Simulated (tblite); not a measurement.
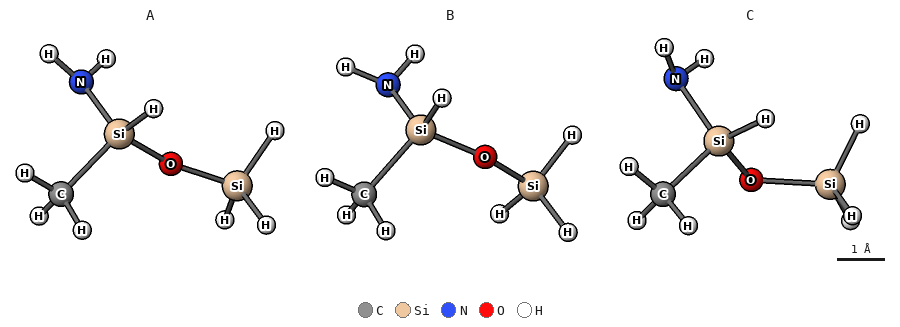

3 geometries from one relaxation of CH₉NOSi₂, in shuffled order. The picture is a ball-and-stick view, seen at a tilt.

Theory: GFN2-xTB geometry optimisation, gas phase in tblite. 

### Order the frames from highest to lowest energy.

C, A, B. They are steps 0, 31, 100, at +0.767 eV, +0.026 eV relative to the last. The atom that moves furthest after the best rigid fit is the O atom (1.42 Å). By element the largest moves are O 1.42 Å, H 1.11 Å, Si 0.47 Å, N 0.32 Å, C 0.04 Å. Among the contacts that change: Si–Si 2.860 → 3.185 Å, O–Si 1.711 → 1.613 Å, N–Si 1.785 → 1.724 Å, H–N 1.048 → 1.006 Å. Bond angles that change, for instance: Si–O–Si 113.5° → 159.4°, Si–N–H 106.4° → 118.5°, O–Si–H 112.8° → 102.0°. Groups turn about O–Si by about 165°, O–Si by about 165°, C–Si by about 25°. After 100 geometry steps the energy has fallen by 0.767 eV.
